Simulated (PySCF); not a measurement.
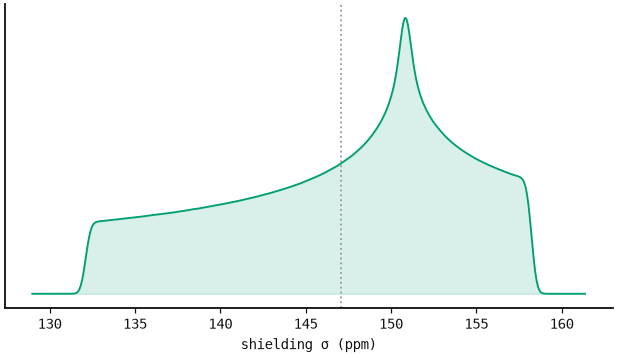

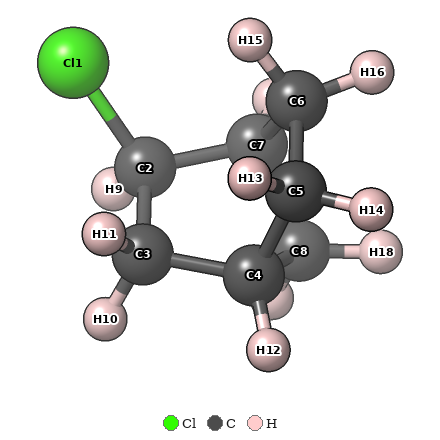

Static powder pattern (¹³C) from GIAO shielding tensors of C₇H₁₁Cl, SMILES Cl[C@@H]1C[C@@H]2CC[C@H]1C2, PBE0/pcSseg-1, PySCF, at a GFN2-xTB geometry (no frequency check); absolute shielding, one fixed geometry of the isolated molecule without any motion, no dipolar terms. The dotted line is the isotropic value; skew is 3(σiso − σ22)/span.

The pattern belongs to C8. Give the principal values, span and skew.

C8: σ11, σ22, σ33 = 132, 151, 158 ppm, isotropic 147, span 26 ppm, skew −0.43.

Known limits of this run: the tight-binding geometry is rougher than a DFT one and adds to the error.
